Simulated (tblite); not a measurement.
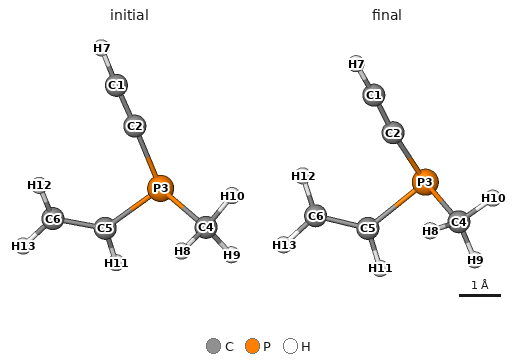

The structure of C$_{5}$H$_{7}$P before (left) and after (right) a relaxation, at one scale.

The picture is a ball-and-stick view, seen at a tilt.

Theory: tblite, GFN2-xTB geometry optimisation, gas phase. 

> What changed between the two?

The energy falls by 82.6 kJ/mol in 77 geometry steps. H8 moves most after the best rigid fit: 0.55 Å. Largest moves by element: H 0.55 Å, P 0.40 Å, C 0.26 Å. Near-neighbour distances that change, for instance: C4–H10 1.132 → 1.088 Å, C2–P3 1.805 → 1.768 Å, C4–H8 1.116 → 1.089 Å, C1–H7 1.074 → 1.051 Å. Bond angles that change, for instance: C4–P3–C5 113.9° → 97.0°, C2–P3–C4 113.0° → 97.6°, C2–P3–C5 110.2° → 99.3°.
